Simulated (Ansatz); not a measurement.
# Si₂F (doublet): from Hartree-Fock to the top rungs, def2-QZVPP

Aim: climb from Hartree-Fock through coupled cluster for Si₂F (doublet) at one geometry and basis, and see what each rung misses.

Method: def2-QZVPP, core rule «outside noble gas», up to 11 orbitals frozen; program: Ansatz 0.2.0, Gaussian basis.

To be run: UHF; ROHF; CCSD(T) on UHF.

2 further runs of the same task are left out: 2 set aside as unsound or not needed. Runs told in other sessions of the task aren't counted.

### Step 1. The geometry

The geometry is a PBE0/def2-TZVP stationary point (not a proven minimum).

3 atoms, charge 0, spin multiplicity 2.

Atoms are counted from 1 here; the program's logs count them from 0.

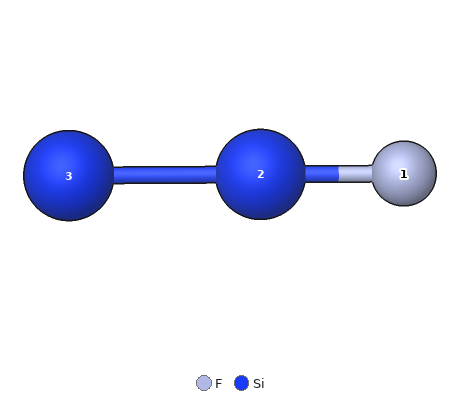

The geometry (fluorine light blue, silicon blue); atoms are numbered from 1 in the order of the file.

Coordinates:

```xyz
3
FSi2
F     0.00000    0.00000   -1.77160
Si    0.00000    0.00000   -0.17940
Si    0.00000    0.00000    1.95100
```

In the tables R marks a restricted open-shell determinant and U an unrestricted one; energies count from the table's Hartree-Fock row.

### Step 2. UHF

The input, in.yaml:

```yaml
crystal:
  periodic: [false, false, false]
  atoms:
    - {symbol: F, position_ang: [0.000000, 0.000000, -1.771600]}
    - {symbol: Si, position_ang: [0.000000, 0.000000, -0.179400]}
    - {symbol: Si, position_ang: [0.000000, 0.000000, 1.951000]}
basis:
  gaussian: {orbitals: "def2-QZVPP.json"}
magnetization: {spin_polarized: true, initial_magnetization: 1}
hamiltonian: {xc: hf}
output: {orbitals: {seedname: orbitals}}
```

Command:

```
$ ansatz run in.yaml --threads 1 --pin off --events-out ev --progress --plain --max-ram 2393MiB
```

Standard output:

```text
Functional definition: HF
  name "HF"
  cite "Fock, Z. Phys. 61, 126 (1930) doi:10.1007/BF01340294"
  parent pbe
  exchange = exact_x
  correlation = 0
1080 factors; their error is unknown
mean field evaluation 1: about -18429.0700 eV, gradient 1.8e1 eV
mean field evaluation 2: about -18429.9768 eV, gradient 1.3e1 eV
mean field evaluation 4: about -18430.5154 eV, gradient 7.6e-1 eV
mean field evaluation 8: about -18430.5380 eV, gradient 1.4e-1 eV
mean field evaluation 16: about -18430.5398 eV, gradient 1.1e-1 eV
mean field evaluation 32: about -18430.5328 eV, gradient 9.2e-1 eV
mean field evaluation 64: about -18430.3696 eV, gradient 2.1e0 eV
mean field evaluation 96: about -18430.6095 eV, gradient 6.7e-2 eV
mean field evaluation 128: about -18420.1782 eV, gradient 9.0e0 eV
mean field evaluation 160: about -18430.5390 eV, gradient 1.2e-1 eV
mean field evaluation 192: about -18430.5997 eV, gradient 1.7e-2 eV
mean field evaluation 224: about -18430.6670 eV, gradient 2.0e-5 eV
mean field -18430.66698709 eV, -677.3145190209 hartree, gradient 2.0e-5 eV, S^2 1.108532; 6 other end points of the search recorded, 0 dependent functions left out
reference -18430.66698709 eV, -677.3145190209 hartree; 19, 18 occupied and 178, 179 virtual orbitals, 1080 factors
Total energy: -18430.66698709 eV, -677.3145190209 hartree
```

Wall time 54 s (1 thread of Arm Neoverse V2, shared host); peak memory 0.57 GiB.

From the report: ⟨S²⟩ of the determinant 1.109 (pure doublet: 0.75).

### Step 3. ROHF

Edit in.yaml of step 2 so:

```diff
@@ -8,3 +8,3 @@
   gaussian: {orbitals: "def2-QZVPP.json"}
-magnetization: {spin_polarized: true, initial_magnetization: 1}
+magnetization: {spin_polarized: false, initial_magnetization: 1}
 hamiltonian: {xc: hf}
```

Same command.

Standard output:

```text
Functional definition: HF
  name "HF"
  cite "Fock, Z. Phys. 61, 126 (1930) doi:10.1007/BF01340294"
  parent pbe
  exchange = exact_x
  correlation = 0
1080 factors; their error is unknown
mean field evaluation 1: about -18429.0610 eV, gradient 2.6e1 eV
mean field evaluation 2: about -18429.8884 eV, gradient 1.9e1 eV
mean field evaluation 4: about -18430.4214 eV, gradient 8.7e-1 eV
mean field evaluation 8: about -18430.4361 eV, gradient 6.6e-2 eV
mean field evaluation 16: about -18430.4431 eV, gradient 2.1e0 eV
mean field -18430.50075419 eV, -677.3084100744 hartree, gradient 1.7e-5 eV, S^2 0.750000; 0 other end points of the search recorded, 0 dependent functions left out
reference -18430.50075419 eV, -677.3084100744 hartree; 19, 18 occupied and 178, 179 virtual orbitals, 1080 factors
Total energy: -18430.50075419 eV, -677.3084100744 hartree
```

Wall time 5 s (1 thread of Arm Neoverse V2, shared host); peak memory 0.42 GiB.

### Step 4. CCSD(T) on UHF

Edit in.yaml of step 3 so:

```diff
@@ -8,4 +8,3 @@
   gaussian: {orbitals: "def2-QZVPP.json"}
-magnetization: {spin_polarized: false, initial_magnetization: 1}
-hamiltonian: {xc: hf}
-output: {orbitals: {seedname: orbitals}}
+magnetization: {spin_polarized: true, initial_magnetization: 1}
+correlation: {method: ccsd_t, electrons: outside_noble_gas}
```

Command:

```
$ ansatz run in.yaml --threads 4 --pin off --events-out ev --progress --plain --max-ram 9574MiB
```

Standard output:

```text
Functional definition: HF
  name "HF"
  cite "Fock, Z. Phys. 61, 126 (1930) doi:10.1007/BF01340294"
  parent pbe
  exchange = exact_x
  correlation = 0
1187 factors; integrals over basis functions are off by at most 1.0e-3 eV
mean field evaluation 1: about -18429.0307 eV, gradient 1.8e1 eV
mean field evaluation 2: about -18429.1126 eV, gradient 1.8e1 eV
mean field evaluation 4: about -18430.5161 eV, gradient 1.9e0 eV
mean field evaluation 8: about -18430.5963 eV, gradient 3.6e-1 eV
mean field evaluation 16: about -18430.6056 eV, gradient 1.2e-1 eV
mean field evaluation 32: about -18430.4670 eV, gradient 7.5e-1 eV
mean field evaluation 64: about -18430.6107 eV, gradient 3.3e-3 eV
mean field evaluation 96: about -18430.6674 eV, gradient 2.0e-5 eV
mean field evaluation 128: about -18430.6658 eV, gradient 1.6e-1 eV
mean field evaluation 160: about -18430.5457 eV, gradient 1.3e0 eV
mean field evaluation 192: about -18430.6191 eV, gradient 2.2e-1 eV
mean field evaluation 224: about -18430.6674 eV, gradient 1.3e-2 eV
mean field evaluation 256: about -18429.0968 eV, gradient 7.7e-1 eV
mean field evaluation 288: about -18429.1134 eV, gradient 1.5e-2 eV
mean field evaluation 320: about -18428.7662 eV, gradient 4.1e-1 eV
mean field evaluation 352: about -18427.8469 eV, gradient 4.6e0 eV
mean field evaluation 384: about -18428.2251 eV, gradient 1.7e-2 eV
mean field evaluation 416: about -18427.0614 eV, gradient 7.9e-4 eV
mean field evaluation 448: about -18427.8514 eV, gradient 3.0e-2 eV
mean field evaluation 480: about -18427.0614 eV, gradient 7.8e-4 eV
mean field evaluation 512: about -18427.0757 eV, gradient 1.4e-1 eV
mean field evaluation 544: about -18427.0774 eV, gradient 9.4e-4 eV
mean field evaluation 576: about -18427.0269 eV, gradient 1.6e0 eV
mean field evaluation 608: about -18425.0419 eV, gradient 1.9e1 eV
mean field evaluation 640: about -18428.9734 eV, gradient 2.2e0 eV
mean field evaluation 672: about -18429.1134 eV, gradient 4.6e-3 eV
mean field evaluation 704: about -18428.7685 eV, gradient 1.6e-1 eV
mean field evaluation 736: about -18428.7706 eV, gradient 5.9e-4 eV
mean field evaluation 768: about -18428.1101 eV, gradient 5.2e-1 eV
mean field evaluation 800: about -18427.6501 eV, gradient 8.1e-2 eV
mean field evaluation 832: about -18427.0614 eV, gradient 4.6e-4 eV
mean field evaluation 864: about -18427.0760 eV, gradient 1.4e-1 eV
mean field evaluation 896: about -18427.0774 eV, gradient 2.3e-3 eV
mean field evaluation 928: about -18426.8432 eV, gradient 1.9e0 eV
mean field evaluation 960: about -18427.2489 eV, gradient 6.7e0 eV
mean field evaluation 992: about -18429.1125 eV, gradient 8.5e-2 eV
mean field evaluation 1024: about -18428.8633 eV, gradient 3.6e0 eV
mean field evaluation 1056: about -18428.7706 eV, gradient 4.8e-3 eV
mean field evaluation 1088: about -18428.1680 eV, gradient 4.7e-1 eV
mean field evaluation 1120: about -18427.9755 eV, gradient 5.2e-1 eV
mean field evaluation 1152: about -18428.0274 eV, gradient 2.0e0 eV
mean field -18430.66739579 eV, -677.3145340402 hartree, gradient 1.7e-6 eV, S^2 1.108532; 19 other end points of the search recorded, 0 dependent functions left out
determinant -18430.66739579 eV, -677.3145340402 hartree, with singles and doubles -18444.20448741 eV, -677.8120129815 hartree
determinant -18430.61073125 eV, -677.3124516568 hartree, with singles and doubles -18444.23813555 eV, -677.8132495279 hartree
determinant -18429.11338961 eV, -677.2574253664 hartree, with singles and doubles -18442.33515977 eV, -677.7433164577 hartree
determinant -18429.05673640 eV, -677.2553433994 hartree, with singles and doubles -18442.31277902 eV, -677.7424939803 hartree
determinant -18428.77057488 eV, -677.2448271577 hartree, with singles and doubles -18441.57187873 eV, -677.7152663969 hartree
determinant -18428.22515042 eV, -677.2247831782 hartree, with singles and doubles -18441.78563032 eV, -677.7231216230 hartree
determinant -18427.85151718 eV, -677.2110524101 hartree, with singles and doubles -18441.36761328 eV, -677.7077597801 hartree
determinant -18427.65006922 eV, -677.2036493340 hartree, with singles and doubles -18441.58033807 eV, -677.7155772719 hartree
determinant -18430.66739579 eV, -677.3145340402 hartree, with singles and doubles -18444.03253981 eV, -677.8056940236 hartree
determinant -18430.61073125 eV, -677.3124516568 hartree, with singles and doubles -18444.04682043 eV, -677.8062188267 hartree
mean field evaluation 1184: about -18430.6107 eV, gradient 1.1e-8 eV
11 core orbitals not correlated: weight in the atoms' cores, before any rotation towards them, 1.000 or more for the frozen orbitals, at most 0.000 for the correlated occupied ones
reference -18430.61073125 eV, -677.3124516568 hartree; 8, 7 occupied and 178, 179 virtual orbitals, 1187 factors
second order -12.79487553 eV of doubles, -0.00000000 eV of singles
cycle   1  -13.43608822 eV  change    9.6e-7 eV  update   2.8e-6
perturbative correction -0.69301425 eV, -0.0254678041 hartree
Total energy: -18444.73983372 eV, -677.8316865955 hartree
```

It took 2.7 min on 4 threads of Arm Neoverse V2, shared host; peak memory 5.3 GiB.

From the report: ⟨S²⟩ of the determinant 0.955 (pure doublet: 0.75); correlation -14.1291 eV; T1 0.048; largest double amplitude 0.10.

### Step 5. Misses and costs

No level here is safe as a reference; UCCSD(T) serves as a yardstick only. Rows without a time are mean-field rows or come out of runs for another level: lower rungs of the coupled-cluster runs, or the Hartree-Fock search.

Differences are taken before rounding.

```csv
method,energy from the lowest ROHF (meV),from UCCSD(T) (meV),time
ROHF,0.0,+14239.1,
UHF,-166.2,+14072.8,54 s
UMP2,-12904.9,+1334.2,
UCCSD,-13546.1,+693.0,
UCCSD(T),-14239.1,0,2.7 min
```

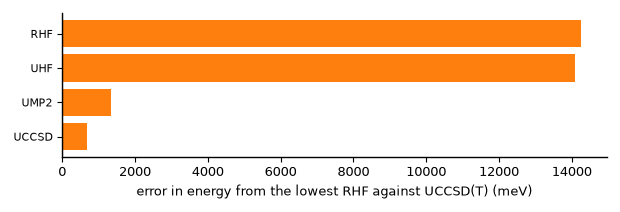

How far each level lands from UCCSD(T).

### Step 6. Results

```
                    quantity        value
UCCSD(T) from the ROHF energy  -14.2391 eV
          UMP2 from UCCSD(T)  +1334.2 meV
```

Coupled cluster took another determinant than the lowest Hartree-Fock one. Warnings: spin contamination; coupled cluster took another determinant than the lowest.
